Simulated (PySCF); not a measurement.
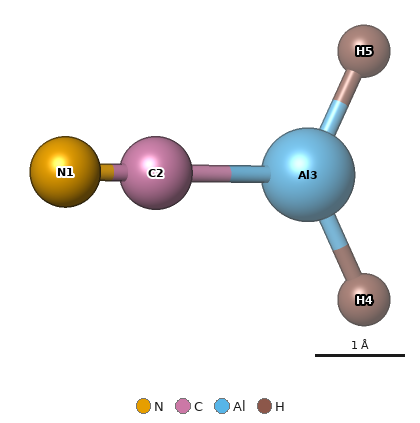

**Figure 1.** The structure as given in the input (ball-and-stick view, seen at a tilt; atoms are numbered from 1 in the order of the input). Sticks mark near contacts. Bond lengths as drawn: Al–C 1.94 Å, Al–H 1.57 Å and C–N 1.15 Å.

## CH₂AlN: GW calculation

- system: CH₂AlN
- method: G0W0 (TPSSh)/aug-cc-pVDZ, RKS (PySCF 2.14.0)

The geometry comes from this level: PBE0-D4/def2-TZVP.

What the program printed
```
PySCF version 2.14.0

[INPUT] num. atoms = 5
[INPUT] num. electrons = 28
[INPUT] charge = 0
[INPUT] spin (= nelec alpha-beta = 2S) = 0
[INPUT] symmetry False subgroup None
[INPUT] Mole.unit = angstrom
[INPUT] Symbol           X                Y                Z      unit          X                Y                Z       unit  Magmom
[INPUT]  1 N      1.382300000000  -1.346000000000   1.394200000000 AA    2.612168421986  -2.543571363665   2.634656162869 Bohr   0.0
[INPUT]  2 C      0.714200000000  -0.698000000000   0.711800000000 AA    1.349642398164  -1.319028834946   1.345107055465 Bohr   0.0
[INPUT]  3 Al    -0.407200000000   0.390000000000  -0.434600000000 AA   -0.769496477923   0.736993188580  -0.821274973736 Bohr   0.0
[INPUT]  4 H     -1.629700000000  -0.322900000000  -1.120200000000 AA   -3.079686665204  -0.610192565622  -2.116871204738 Bohr   0.0
[INPUT]  5 H     -0.009700000000   1.903200000000  -0.592600000000 AA   -0.018330343408   3.596526760272  -1.119851701417 Bohr   0.0

nuclear repulsion = 69.0141556088326
number of shells = 34
number of NR pGTOs = 142
number of NR cGTOs = 91
basis = aug-cc-pvdz
ecp = {}

******** <class 'pyscf.dft.rks.RKS'> ********
method = RKS
initial guess = minao
damping factor = 0
level_shift factor = 0
DIIS = <class 'pyscf.scf.diis.CDIIS'>
diis_start_cycle = 1
diis_space = 8
diis_damp = 0
SCF conv_tol = 1e-10
SCF conv_tol_grad = None
SCF max_cycles = 50
direct_scf = True
direct_scf_tol = 1e-13
XC library pyscf.dft.libxc version 7.0.0
    S. Lehtola, C. Steigemann, M. J.T. Oliveira, and M. A.L. Marques.,  SoftwareX 7, 1–5 (2018)
XC functionals = tpssh
radial grids:
    Treutler-Ahlrichs [JCP 102, 346 (1995); DOI:10.1063/1.469408] (M4) radial grids

becke partition: Becke, JCP 88, 2547 (1988); DOI:10.1063/1.454033
pruning grids: <function nwchem_prune>
grids dens level: 8
symmetrized grids: False
atomic radii adjust function: <function treutler_atomic_radii_adjust>
small_rho_cutoff = 0
Set gradient conv threshold to 1e-05
Initial guess from minao.
tot grids = 423664
init E= -336.533602241853
  HOMO = -0.332803712620982  LUMO = -0.121376877949832  gap/eV = 5.75322
cycle= 1 E= -336.4615640507  delta_E= 0.072  |g|= 0.335  |ddm|= 2.56
  HOMO = -0.247456574378843  LUMO = -0.115110954122901  gap/eV = 3.60131
cycle= 2 E= -336.339401357964  delta_E= 0.122  |g|= 0.77  |ddm|= 0.97
  HOMO = -0.309125076872962  LUMO = -0.107298000707515  gap/eV = 5.49199
cycle= 3 E= -336.490868895166  delta_E= -0.151  |g|= 0.147  |ddm|=  0.7
  HOMO = -0.316753659233952  LUMO = -0.107984648848842  gap/eV = 5.68089
cycle= 4 E= -336.495954957174  delta_E= -0.00509  |g|= 0.0245  |ddm|= 0.144
  HOMO = -0.317408879645319  LUMO = -0.106972162038102  gap/eV = 5.72627
cycle= 5 E= -336.496130416469  delta_E= -0.000175  |g|= 0.00395  |ddm|= 0.0331
  HOMO = -0.317418047929677  LUMO = -0.107383295933856  gap/eV = 5.71534
cycle= 6 E= -336.496136677957  delta_E= -6.26e-06  |g|= 0.000486  |ddm|= 0.00701
  HOMO = -0.317297082624143  LUMO = -0.107264370791265  gap/eV = 5.71528
cycle= 7 E= -336.496136757011  delta_E= -7.91e-08  |g|= 4.84e-05  |ddm|= 0.000772
  HOMO = -0.317295989677117  LUMO = -0.107263563322156  gap/eV = 5.71527
cycle= 8 E= -336.496136757657  delta_E= -6.46e-10  |g|= 7.63e-06  |ddm|= 8.97e-05
  HOMO = -0.317296880048996  LUMO = -0.107264172161139  gap/eV = 5.71528
cycle= 9 E= -336.496136757671  delta_E= -1.46e-11  |g|= 4.78e-07  |ddm|= 1.13e-05
  HOMO = -0.317296722682027  LUMO = -0.10726406235886  gap/eV = 5.71528
```

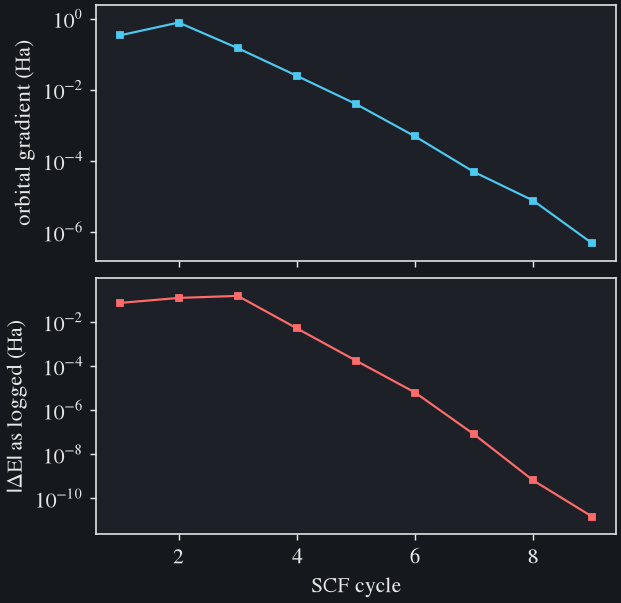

**Figure 2.** Convergence of the self-consistent field: orbital gradient and size of the energy change against the SCF cycle. The residual comes down, with one marked jump up, by a factor of about 2.5, at step 2.

```
Extra cycle  E= -336.496136757675  delta_E= -3.58e-12  |g|= 2.49e-07  |ddm|= 1.64e-06
converged SCF energy = -336.496136757675
total energy: -336.49613676 hartree

******** <class 'pyscf.gw.gw_ac.GWAC'> ********
method = GWAC
GW nocc = 14, nvir = 77
frozen orbitals = None
off-diagonal self-energy = False
GW density matrix = False
density-fitting for exchange = False
outcore for self-energy= False
broadening parameter = 5.000e-03
number of grids = 100
analytic continuation method = pade
imaginary frequency cutoff = 5.0
Pade points = 18
Pade step ratio = 0.667
use perturbative linearized QP eqn = False
QPE max iter = 100
QPE tolerance = 1.0e-06

Starting get_sigma_diag main loop with 100 frequency points.
   0    1    2    3    4    5    6    7    8    9   10   11
  12   13   14   15   16   17   18   19   20   21   22   23
  24   25   26   27   28   29   30   31   32   33   34   35
  36   37   38   39   40   41   42   43   44   45   46   47
  48   49   50   51   52   53   54   55   56   57   58   59
  60   61   62   63   64   65   66   67   68   69   70   71
  72   73   74   75   76   77   78   79   80   81   82   83
  84   85   86   87   88   89   90   91   92   93   94   95
  96   97   98   99
Finished get_sigma_diag main loop.

WARN: GW QP energies may not be sorted from min to max

orbital   mean field (eV)   quasiparticle (eV)
  13      -9.1225     -11.5606
  14      -8.6341     -11.3419
  15      -2.9188      -0.5105
  16      -0.6462       2.3095
```

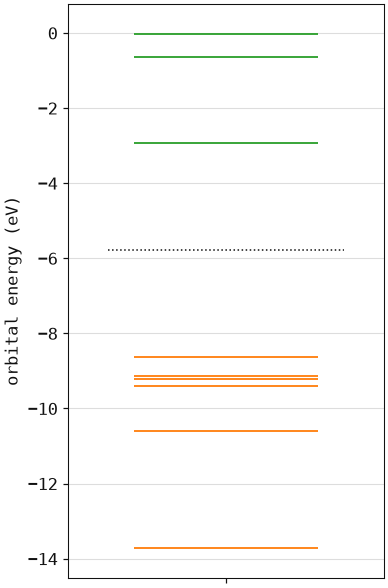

**Figure 3.** Orbital energies near the frontier; the dotted line parts filled from empty levels, and levels within 0.02 eV of each other stand side by side. Highest filled −8.63 eV, lowest empty −2.92 eV, 5.71 eV apart.

The run was set up as follows.

The input (input.py)
```python
from pyscf import gto, dft, gw

molecule = gto.Mole()
molecule.atom = '''
N    1.382300  -1.346000   1.394200
C    0.714200  -0.698000   0.711800
Al  -0.407200   0.390000  -0.434600
H   -1.629700  -0.322900  -1.120200
H   -0.009700   1.903200  -0.592600
'''
molecule.verbose = 4
molecule.charge = 0
molecule.basis = 'aug-cc-pvdz'
molecule.max_memory = 1860
molecule.build()

mf = dft.RKS(molecule, xc='tpssh')
mf.grids.level = 8
mf.conv_tol = 1e-10
mf.kernel()
if not mf.converged:
    mf = mf.newton().run(mf.mo_coeff, mf.mo_occ)

energy = mf.e_tot
print(f'total energy: {energy:.8f} hartree')

nocc = molecule.nelec[0]
orbs = list(range(max(0, nocc - 2), min(molecule.nao, nocc + 2)))
mygw = gw.GW(mf, freq_int='ac')
mygw.orbs = orbs
mygw.kernel()
print('orbital   mean field (eV)   quasiparticle (eV)')
for p in orbs:
    print('%4d %12.4f %12.4f' % (p + 1, mf.mo_energy[p] * 27.211386, mygw.mo_energy[p] * 27.211386))
```

Launch command:
```bash
OMP_NUM_THREADS=1 python input.py
```

Key numbers

| quantity | value |
| --- | --- |
| outcome | converged |
| total energy | −336.496137 hartree |
| basis functions | 91 |
| HOMO | −8.63 eV |
| LUMO | −2.92 eV |
| dipole moment | 3.38 D |
| hardware | 1 thread of Arm Neoverse V2, 24 GiB of memory available, shared host |
| wall time | 52 s |
| peak memory | 0.54 GiB |
